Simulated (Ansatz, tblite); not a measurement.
Breaking a bond: cyclohexasilane, H12Si6, SMILES [SiH2]1[SiH2][SiH2][SiH2][SiH2][SiH2]1. The Si1–H18 bond (Si1 also carries H, Si, Si; H18 carries nothing else) is stretched with both fragments frozen at the PBE0/def2-SVP optimised geometry.

```
18

Si     0.0000     0.0000     0.0000
Si    -1.9194    -1.1241    -0.7621
Si    -1.9197    -3.3238     0.0683
Si     0.0002    -4.4488    -0.6912
Si     1.9203    -3.3239     0.0679
Si     1.9195    -1.1239    -0.7620
H      0.0000     1.4216    -0.4717
H     -3.1587    -0.3997    -0.3344
H     -1.8929    -1.1701    -2.2594
H     -1.8950    -3.2776     1.5656
H     -3.1584    -4.0484    -0.3609
H      0.0002    -5.8692    -0.2159
H      0.0000    -4.4526    -2.1895
H      3.1589    -4.0481    -0.3619
H      1.8962    -3.2780     1.5653
H      1.8931    -1.1697    -2.2594
H      3.1586    -0.3994    -0.3340
H      0.0000     0.0000     1.4983
```

Computed with: GFN2-xTB, 300 K electronic temperature (tblite); RKS-PBE0 = restricted PBE0/def2-SVP (Ansatz, a first-principles code); UKS-PBE0 = Ansatz with unrestricted PBE0/def2-SVP; UKS-PBE = unrestricted PBE/def2-SVP run with Ansatz.

Energies are in kJ/mol, each relative to the lowest point of its own curve near equilibrium.

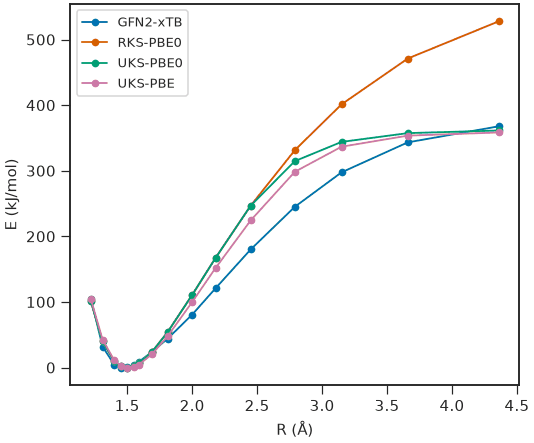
Figure. Energy against bond length for each method.

```tsv
R / Å	GFN2-xTB	RKS-PBE0	UKS-PBE0	UKS-PBE
1.22	105.2	100.7	100.7	104.2
1.31	31.9	39.9	39.9	42.6
1.40	4.3	9.5	9.5	11.0
1.45	0.0	2.1	2.1	2.9
1.50	0.5	0.0	0.0	0.0
1.55	4.2	2.1	2.1	1.2
1.59	8.8	6.2	6.2	4.6
1.69	23.9	23.8	23.8	20.1
1.81	43.8	53.8	53.8	47.5
2.00	80.7	110.7	110.7	99.9
2.18	120.9	167.2	167.2	151.8
2.45	180.0	246.7	246.7	224.2
2.79	245.0	331.3	314.6	298.4
3.15	297.6	401.2	344.0	336.6
3.66	343.3	471.1	357.3	353.5
4.36	367.7	527.8	361.3	358.3
```

At the longest distance, 4.36 Å, RKS-PBE0 lies highest above its minimum (527.8 kJ/mol) and UKS-PBE lowest (358.3 kJ/mol).

The restricted form behind RKS-PBE0 keeps the bonding electrons paired and can't separate into open-shell fragments. The unrestricted determinant behind UKS-PBE0, UKS-PBE is spin-contaminated at 2.79 to 4.36 Å (<S²> up to 1.0, against 0.00 for a pure singlet).
